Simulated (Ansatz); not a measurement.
**Run report: CH₅NSSn, geometry relaxation**

The run: geometry relaxation of CH₅NSSn. Method and program: RKS PBE-D4/def2-SVP (Ansatz 0.2.0).

The geometry: force-field start. Figures and captions count atoms from 1; the log counts them from 0 in places.

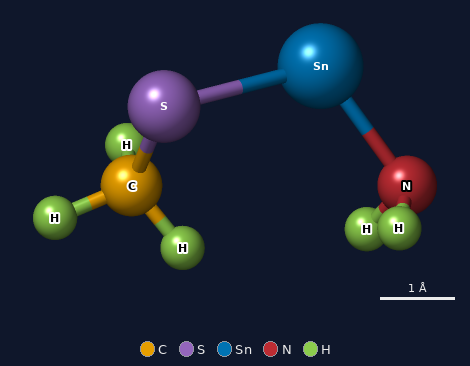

*The input geometry (ball-and-stick view, seen at a tilt). Sticks mark near contacts.*

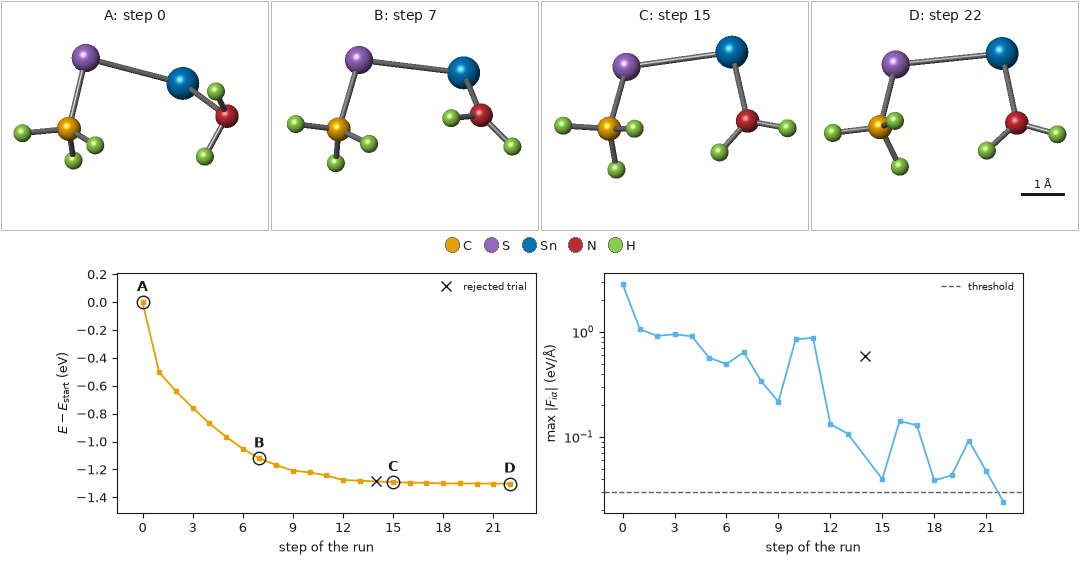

*Frames of the relaxation (ball-and-stick view, seen at a tilt) above the curves, on which the letters mark them (the first geometry is step 0 here and step 1 in the log).*

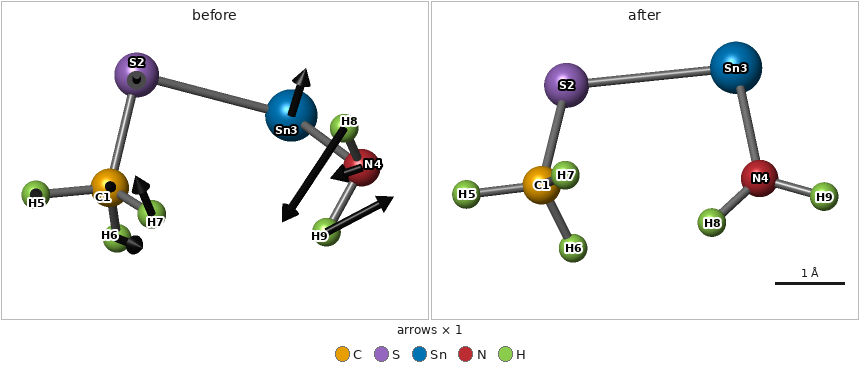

*Before (left) and after (right) the relaxation, at one scale (ball-and-stick view, seen at a tilt). The black arrows give the displacements, at true length.*

After 22 geometry steps the energy has fallen by 1.302 eV. The largest force component goes from 2.9 to 0.024 eV/Å. The line search rejected the trial step at point 14 (counted from 0) and went back. H8 moves most after the best rigid fit: 1.75 Å. Largest moves by element: H 1.75 Å, Sn 0.76 Å, N 0.51 Å, S 0.49 Å, C 0.14 Å. Distances before and after: S2–Sn3 2.412 → 2.493 Å, C1–S2 1.753 → 1.831 Å, N4–H9 1.093 → 1.024 Å, C1–H6 1.159 → 1.109 Å. Among the angles that change: Sn3–N4–H8 106.4° → 127.0°, Sn3–N4–H9 103.1° → 122.0°, S2–Sn3–N4 112.5° → 96.0°. (Atoms are counted from 1 in the order of the input.)

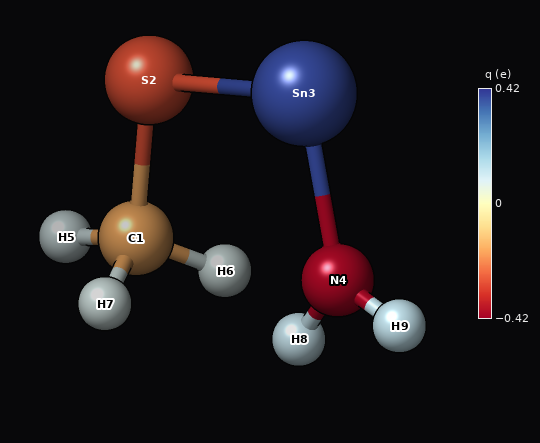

*Mulliken charges, as the colour of each atom (ball-and-stick view, seen at a tilt; atoms are numbered from 1 in the order of the input).*

By element: C −0.16, S −0.28, Sn +0.39, N −0.40 and H +0.07 to +0.12 e.

The input and output of the run follow.

### Input
```yaml
crystal:
  periodic: [false, false, false]
  atoms:
    - {symbol: C, position_ang: [-0.919900, 0.590800, 0.962300]}
    - {symbol: S, position_ang: [0.401700, -0.183700, 1.814300]}
    - {symbol: Sn, position_ang: [1.900300, 0.083700, -0.057200]}
    - {symbol: N, position_ang: [1.245500, -0.861700, -1.706600]}
    - {symbol: H, position_ang: [-1.844600, 0.674300, 1.608800]}
    - {symbol: H, position_ang: [-0.678400, 1.684300, 0.664500]}
    - {symbol: H, position_ang: [-1.215300, 0.059800, 0.047800]}
    - {symbol: H, position_ang: [0.860400, -1.784800, -1.386000]}
    - {symbol: H, position_ang: [0.338900, -0.309000, -1.964900]}
basis:
  gaussian: {orbitals: def2-SVP}
hamiltonian: {xc: pbe, dispersion: d4}
relax: {f_tol: 0.03, max_steps: 200}
```

Launched with:
```bash
ansatz run in.yaml --threads 4 --pin off --events-out ev --progress --plain --max-ram 10444MiB
```

### Output
```
Functional definition: PBE
  name "PBE"
  cite "Perdew, Burke & Ernzerhof, Phys. Rev. Lett. 77, 3865 (1996) doi:10.1103/PhysRevLett.77.3865"
  parent pbe
  parameter kappa = 0.804
  parameter beta = 0.06672455060314922
  exchange = pbe_x(kappa = kappa, mu = beta*pi^2/3)
  correlation = pbe_c(beta = beta)
1116 factors; their error is unknown
mean field evaluation 1: about -19248.4298 eV, gradient 7.7e1 eV
mean field evaluation 2: about -19165.4946 eV, gradient 1.5e2 eV
mean field evaluation 4: about -19261.0403 eV, gradient 1.7e1 eV
mean field evaluation 8: about -19261.8439 eV, gradient 2.3e-1 eV
mean field evaluation 16: about -19261.7996 eV, gradient 2.0e-3 eV
mean field -19261.79961104 eV, -707.8580795891 hartree, gradient 4.0e-5 eV, S^2 0.000000; 0 other end points of the search recorded, 0 dependent functions left out
the calculation of the forces begins
reference -19261.79964470 eV, -707.8580808260 hartree; 28, 28 occupied and 69, 69 virtual orbitals, 1116 factors
relax step   1: F+E_penalty+E_count = -19262.03317647 eV  Δ(F+E_penalty+E_count) = +0.000e0 eV  max|allowed force component| = 2.853e0 eV/Å  Δτ_max = 0.0000 Å  (30 SCF iters, accepted)
these checks for a lower state are left out or cut short: starts, cluster_reference, orbital_swaps, neighbouring_geometries, increment
1116 factors; their error is unknown
mean field -19262.30567436 eV, -707.8766770729 hartree, gradient 2.6e-5 eV, S^2 0.000000; 0 other end points of the search recorded, 0 dependent functions left out
[... from here on the field's lines of each further geometry are left out, up to the last ...]
relax step   2: F+E_penalty+E_count = -19262.53547251 eV  Δ(F+E_penalty+E_count) = -5.023e-1 eV  max|allowed force component| = 1.060e0 eV/Å  Δτ_max = 0.1947 Å  (35 SCF iters, accepted)
relax step   3: F+E_penalty+E_count = -19262.67177484 eV  Δ(F+E_penalty+E_count) = -1.363e-1 eV  max|allowed force component| = 9.170e-1 eV/Å  Δτ_max = 0.1964 Å  (36 SCF iters, accepted)
relax step   4: F+E_penalty+E_count = -19262.79032437 eV  Δ(F+E_penalty+E_count) = -1.185e-1 eV  max|allowed force component| = 9.485e-1 eV/Å  Δτ_max = 0.1948 Å  (30 SCF iters, accepted)
relax step   5: F+E_penalty+E_count = -19262.90246685 eV  Δ(F+E_penalty+E_count) = -1.121e-1 eV  max|allowed force component| = 9.083e-1 eV/Å  Δτ_max = 0.1996 Å  (37 SCF iters, accepted)
relax step   6: F+E_penalty+E_count = -19262.99846656 eV  Δ(F+E_penalty+E_count) = -9.600e-2 eV  max|allowed force component| = 5.674e-1 eV/Å  Δτ_max = 0.2000 Å  (28 SCF iters, accepted)
relax step   7: F+E_penalty+E_count = -19263.08382462 eV  Δ(F+E_penalty+E_count) = -8.536e-2 eV  max|allowed force component| = 4.944e-1 eV/Å  Δτ_max = 0.2000 Å  (28 SCF iters, accepted)
relax step   8: F+E_penalty+E_count = -19263.15432941 eV  Δ(F+E_penalty+E_count) = -7.050e-2 eV  max|allowed force component| = 6.395e-1 eV/Å  Δτ_max = 0.2000 Å  (30 SCF iters, accepted)
relax step   9: F+E_penalty+E_count = -19263.20082707 eV  Δ(F+E_penalty+E_count) = -4.650e-2 eV  max|allowed force component| = 3.416e-1 eV/Å  Δτ_max = 0.1995 Å  (30 SCF iters, accepted)
relax step  10: F+E_penalty+E_count = -19263.24165091 eV  Δ(F+E_penalty+E_count) = -4.082e-2 eV  max|allowed force component| = 2.163e-1 eV/Å  Δτ_max = 0.1993 Å  (33 SCF iters, accepted)
relax step  11: F+E_penalty+E_count = -19263.25392920 eV  Δ(F+E_penalty+E_count) = -1.228e-2 eV  max|allowed force component| = 8.501e-1 eV/Å  Δτ_max = 0.1975 Å  (30 SCF iters, accepted)
relax step  12: F+E_penalty+E_count = -19263.27517935 eV  Δ(F+E_penalty+E_count) = -2.125e-2 eV  max|allowed force component| = 8.763e-1 eV/Å  Δτ_max = 0.1928 Å  (31 SCF iters, accepted)
relax step  13: F+E_penalty+E_count = -19263.30840915 eV  Δ(F+E_penalty+E_count) = -3.323e-2 eV  max|allowed force component| = 1.327e-1 eV/Å  Δτ_max = 0.1691 Å  (31 SCF iters, accepted)
relax step  14: F+E_penalty+E_count = -19263.31346901 eV  Δ(F+E_penalty+E_count) = -5.060e-3 eV  max|allowed force component| = 1.078e-1 eV/Å  Δτ_max = 0.0429 Å  (30 SCF iters, accepted)
relax step  15: F+E_penalty+E_count = -19263.31306110 eV  Δ(F+E_penalty+E_count) = +4.079e-4 eV  max|allowed force component| = 5.866e-1 eV/Å  Δτ_max = 0.1954 Å  (30 SCF iters, rejected (line search))
relax step  16: F+E_penalty+E_count = -19263.32378507 eV  Δ(F+E_penalty+E_count) = -1.032e-2 eV  max|allowed force component| = 3.972e-2 eV/Å  Δτ_max = 0.0974 Å  (29 SCF iters, accepted)
relax step  17: F+E_penalty+E_count = -19263.32725746 eV  Δ(F+E_penalty+E_count) = -3.472e-3 eV  max|allowed force component| = 1.420e-1 eV/Å  Δτ_max = 0.0962 Å  (29 SCF iters, accepted)
relax step  18: F+E_penalty+E_count = -19263.32906183 eV  Δ(F+E_penalty+E_count) = -1.804e-3 eV  max|allowed force component| = 1.294e-1 eV/Å  Δτ_max = 0.0872 Å  (29 SCF iters, accepted)
relax step  19: F+E_penalty+E_count = -19263.33304045 eV  Δ(F+E_penalty+E_count) = -3.979e-3 eV  max|allowed force component| = 3.862e-2 eV/Å  Δτ_max = 0.0624 Å  (29 SCF iters, accepted)
relax step  20: F+E_penalty+E_count = -19263.33339993 eV  Δ(F+E_penalty+E_count) = -3.595e-4 eV  max|allowed force component| = 4.314e-2 eV/Å  Δτ_max = 0.0279 Å  (30 SCF iters, accepted)
relax step  21: F+E_penalty+E_count = -19263.33431494 eV  Δ(F+E_penalty+E_count) = -9.150e-4 eV  max|allowed force component| = 9.250e-2 eV/Å  Δτ_max = 0.0561 Å  (29 SCF iters, accepted)
relax step  22: F+E_penalty+E_count = -19263.33470387 eV  Δ(F+E_penalty+E_count) = -3.889e-4 eV  max|allowed force component| = 4.749e-2 eV/Å  Δτ_max = 0.0380 Å  (30 SCF iters, accepted)
the calculation of the forces begins
reference -19263.09961887 eV, -707.9058539958 hartree; 28, 28 occupied and 69, 69 virtual orbitals, 1116 factors
relax step  23: F+E_penalty+E_count = -19263.33491516 eV  Δ(F+E_penalty+E_count) = -2.113e-4 eV  max|allowed force component| = 2.417e-2 eV/Å  Δτ_max = 0.0176 Å  (31 SCF iters, accepted)
1116 factors; their error is unknown
mean field evaluation 192: about -19263.0996 eV, gradient 4.3e-2 eV
mean field -19263.09958421 eV, -707.9058527218 hartree, gradient 1.2e-5 eV, S^2 0.000000; 1 other end points of the search recorded, 0 dependent functions left out
the calculation of the forces begins
reference -19263.09961887 eV, -707.9058539958 hartree; 28, 28 occupied and 69, 69 virtual orbitals, 1116 factors
Total energy: -19263.33494982 eV, -707.9145022486 hartree
Atom 0 at    -0.951067     0.382389     0.976030 Å, force    -0.022658     0.002433    -0.000493 eV/Å
Atom 1 at     0.674504     0.308786     1.815793 Å, force    -0.000289    -0.005794    -0.008252 eV/Å
Atom 2 at     2.288659    -0.383232     0.045957 Å, force     0.013920     0.000592     0.006680 eV/Å
Atom 3 at     0.906645    -0.499056    -1.474386 Å, force    -0.012269     0.008777     0.024171 eV/Å
Atom 4 at    -1.706764     0.660951     1.737029 Å, force     0.020364    -0.004902    -0.016777 eV/Å
Atom 5 at    -0.962291     1.150317     0.175797 Å, force    -0.003096    -0.012048     0.008071 eV/Å
Atom 6 at    -1.234863    -0.600276     0.546672 Å, force     0.004587     0.016526     0.005471 eV/Å
Atom 7 at    -0.095719    -0.299556    -1.412973 Å, force    -0.000254    -0.002668    -0.008199 eV/Å
Atom 8 at     1.169495    -0.766623    -2.426919 Å, force    -0.000304    -0.002916    -0.010672 eV/Å
Dipole moment:    -0.155770    -0.086121    -0.491448 e Å
```

### Trajectory as extended XYZ (Å, eV, eV/Å), 11 of the 23 frames kept, from step=1 to step=23
```
9
Properties=species:S:1:pos:R:3:forces:R:3 step=1 energy=-19262.03318
C    -0.9199    0.5908    0.9623   -1.6203   2.1989  -0.5849
S     0.4017   -0.1837    1.8143    0.3931  -1.0542   1.7693
Sn    1.9003    0.0837   -0.0572    2.6520   1.4521   0.8653
N     1.2455   -0.8617   -1.7066   -2.8526  -0.3935  -1.2592
H    -1.8446    0.6743    1.6088    0.5733  -0.1549  -0.2948
H    -0.6784    1.6843    0.6645   -0.3306  -1.1166   0.2735
H    -1.2153    0.0598    0.0478   -0.2252  -0.2065  -0.3601
H     0.8604   -1.7848   -1.3860   -0.0061   0.3235  -0.3727
H     0.3389   -0.3090   -1.9649    1.4164  -1.0490  -0.0363
9
Properties=species:S:1:pos:R:3:forces:R:3 step=3 energy=-19262.67177
C    -0.9493    0.5883    0.9428   -0.5684   0.2945  -0.3385
S     0.4409   -0.1682    1.8348    0.4652  -0.0363   0.0647
Sn    2.1578    0.1187   -0.0219   -0.0853  -0.2243  -0.0745
N     1.1740   -0.8719   -1.6457   -0.9170   0.2053   0.1392
H    -1.8353    0.6228    1.6114    0.0917  -0.1186   0.0471
H    -0.7501    1.6452    0.6520    0.0351  -0.1525   0.0433
H    -1.2415    0.0281    0.0300    0.0809  -0.0476   0.0250
H     0.6596   -1.7160   -1.2939    0.1495   0.5756  -0.1144
H     0.4323   -0.2934   -2.1266    0.7483  -0.4961   0.2080
9
Properties=species:S:1:pos:R:3:forces:R:3 step=5 energy=-19262.90247
C    -0.9572    0.5552    0.9241   -0.0446  -0.0436   0.0060
S     0.5203   -0.0986    1.8152    0.0331   0.0445  -0.0311
Sn    2.2265    0.0925   -0.0250   -0.0733  -0.1192  -0.1791
N     1.1021   -0.8742   -1.5346   -0.9083   0.4345  -0.2897
H    -1.8166    0.5189    1.6233    0.0391  -0.0648   0.0005
H    -0.8070    1.6139    0.6328   -0.0167  -0.0237  -0.0052
H    -1.2023   -0.0374    0.0211    0.0356  -0.0057   0.0183
H     0.3590   -1.5042   -1.1549    0.2806   0.4918  -0.2180
H     0.6638   -0.3124   -2.3190    0.6544  -0.7139   0.6985
9
Properties=species:S:1:pos:R:3:forces:R:3 step=8 energy=-19263.15433
C    -0.9610    0.5415    0.9552   -0.0333  -0.0590  -0.0237
S     0.5925    0.0176    1.7951   -0.0132   0.0731  -0.0139
Sn    2.2749    0.0260   -0.0642    0.0894  -0.0001   0.0613
N     0.9929   -0.7982   -1.4472   -0.2413   0.1074  -0.6395
H    -1.8023    0.3415    1.6477    0.0262  -0.0119   0.0052
H    -0.9386    1.6267    0.7316   -0.0100  -0.0155   0.0353
H    -1.1474   -0.0058    0.0098    0.0189   0.0153   0.0560
H     0.0753   -1.1710   -1.1736    0.0194   0.0635  -0.0139
H     1.0023   -0.6246   -2.4714    0.1439  -0.1727   0.5333
9
Properties=species:S:1:pos:R:3:forces:R:3 step=10 energy=-19263.24165
C    -0.9971    0.5249    0.9984    0.0102   0.1531   0.2011
S     0.6558    0.2695    1.7631   -0.0282  -0.0541  -0.0663
Sn    2.3355   -0.2274   -0.0257   -0.1256   0.0007  -0.0062
N     0.9825   -0.7223   -1.4961   -0.2020  -0.0106  -0.1594
H    -1.7616    0.2697    1.7622    0.0776   0.0396  -0.0494
H    -1.1056    1.5935    0.7242   -0.0587  -0.0408   0.0025
H    -1.2041   -0.0862    0.1030    0.1062  -0.1450  -0.0918
H    -0.0301   -0.8439   -1.3526    0.1950   0.0944  -0.0468
H     1.2134   -0.8241   -2.4935    0.0255  -0.0374   0.2163
9
Properties=species:S:1:pos:R:3:forces:R:3 step=12 energy=-19263.27518
C    -0.9945    0.4941    1.0167    0.0775   0.0921   0.0157
S     0.6804    0.3596    1.7642   -0.0694   0.0220  -0.0358
Sn    2.3227   -0.2986    0.0001   -0.2688  -0.0686  -0.0847
N     0.9559   -0.6625   -1.5092   -0.5373   0.0455  -0.2233
H    -1.7402    0.2580    1.8039    0.0754   0.0328  -0.0312
H    -1.1629    1.5318    0.6600   -0.0260  -0.0888   0.0151
H    -1.1587   -0.2071    0.1751    0.0545  -0.0768   0.0161
H    -0.0767   -0.4921   -1.5010    0.8763  -0.1334  -0.0301
H     1.2625   -1.0294   -2.4269   -0.1822   0.1753   0.3583
9
Properties=species:S:1:pos:R:3:forces:R:3 step=14 energy=-19263.31347
C    -0.9620    0.4577    0.9964   -0.0522   0.0231   0.0272
S     0.6973    0.4495    1.7753   -0.1056  -0.0016   0.0330
Sn    2.2595   -0.4280    0.0639    0.0902  -0.0193  -0.1078
N     0.9202   -0.5766   -1.4953   -0.0320  -0.0594  -0.0732
H    -1.7099    0.3168    1.8030    0.0221   0.0443  -0.0374
H    -1.1564    1.4265    0.4917    0.0043  -0.0578   0.0100
H    -1.0884   -0.3688    0.2680    0.0222  -0.0026   0.0239
H    -0.0739   -0.3307   -1.5310    0.0075   0.0726   0.0901
H     1.2023   -0.9926   -2.3890    0.0435   0.0008   0.0341
9
Properties=species:S:1:pos:R:3:forces:R:3 step=16 energy=-19263.32379
C    -0.9589    0.4377    0.9835   -0.0029   0.0060   0.0206
S     0.6897    0.4095    1.7834   -0.0397   0.0186   0.0090
Sn    2.2798   -0.4025    0.0521    0.0262  -0.0231  -0.0372
N     0.9124   -0.5728   -1.4788   -0.0290  -0.0111  -0.0216
H    -1.7200    0.3802    1.7868    0.0136   0.0090  -0.0237
H    -1.1127    1.3793    0.4185    0.0081  -0.0341  -0.0091
H    -1.1019   -0.4289    0.3064   -0.0128   0.0009   0.0211
H    -0.0694   -0.2797   -1.4807    0.0206   0.0131   0.0256
H     1.1696   -0.9690   -2.3882    0.0159   0.0208   0.0152
9
Properties=species:S:1:pos:R:3:forces:R:3 step=19 energy=-19263.33304
C    -0.9494    0.3979    0.9737   -0.0054   0.0040  -0.0273
S     0.6826    0.3614    1.8010    0.0199  -0.0060   0.0157
Sn    2.2871   -0.4056    0.0541   -0.0386   0.0023  -0.0294
N     0.8998   -0.5308   -1.4651    0.0094   0.0020   0.0038
H    -1.7177    0.5510    1.7562    0.0025   0.0017   0.0014
H    -1.0176    1.2332    0.2481   -0.0018   0.0029  -0.0013
H    -1.1651   -0.5565    0.4524   -0.0105  -0.0069   0.0112
H    -0.0850   -0.2510   -1.4313    0.0153  -0.0063   0.0153
H     1.1539   -0.8460   -2.4061    0.0093   0.0062   0.0105
9
Properties=species:S:1:pos:R:3:forces:R:3 step=21 energy=-19263.33432
C    -0.9470    0.3883    0.9698   -0.0362   0.0184   0.0131
S     0.6789    0.3305    1.8104   -0.0005  -0.0093  -0.0096
Sn    2.2886   -0.3955    0.0497    0.0098   0.0106   0.0129
N     0.9014   -0.5097   -1.4653   -0.0852   0.0099  -0.0316
H    -1.7112    0.6172    1.7397    0.0302  -0.0078  -0.0319
H    -0.9805    1.1844    0.1974    0.0059  -0.0252   0.0192
H    -1.2018   -0.5860    0.5046   -0.0024   0.0158   0.0101
H    -0.0987   -0.2882   -1.4057    0.0925  -0.0180  -0.0155
H     1.1590   -0.7873   -2.4176   -0.0141   0.0056   0.0332
9
Properties=species:S:1:pos:R:3:forces:R:3 step=23 energy=-19263.33491
C    -0.9511    0.3824    0.9760   -0.0227   0.0024  -0.0005
S     0.6745    0.3088    1.8158   -0.0003  -0.0058  -0.0083
Sn    2.2887   -0.3832    0.0460    0.0139   0.0006   0.0067
N     0.9066   -0.4991   -1.4744   -0.0123   0.0088   0.0242
H    -1.7068    0.6610    1.7370    0.0204  -0.0049  -0.0168
H    -0.9623    1.1503    0.1758   -0.0031  -0.0120   0.0081
H    -1.2349   -0.6003    0.5467    0.0046   0.0165   0.0055
H    -0.0957   -0.2996   -1.4130   -0.0003  -0.0027  -0.0082
H     1.1695   -0.7666   -2.4269   -0.0003  -0.0029  -0.0107
```

### Results in brief

| quantity | value |
| --- | --- |
| outcome | converged |
| total energy | −19263.3349 eV |
| mean-field energy | −19263.0996 eV |
| dispersion energy | −0.2353 eV |
| SCF solution under orbital rotations | stable |
| largest force (length of the vector) at the end | 0.028 eV/Å |
| dipole moment | 2.51 D |
| hardware | 4 threads of Arm Neoverse V2, 23 GiB of memory available, shared host |
| wall time | 24 s (CPU time 85 s) |
| peak memory | 0.15 GiB |
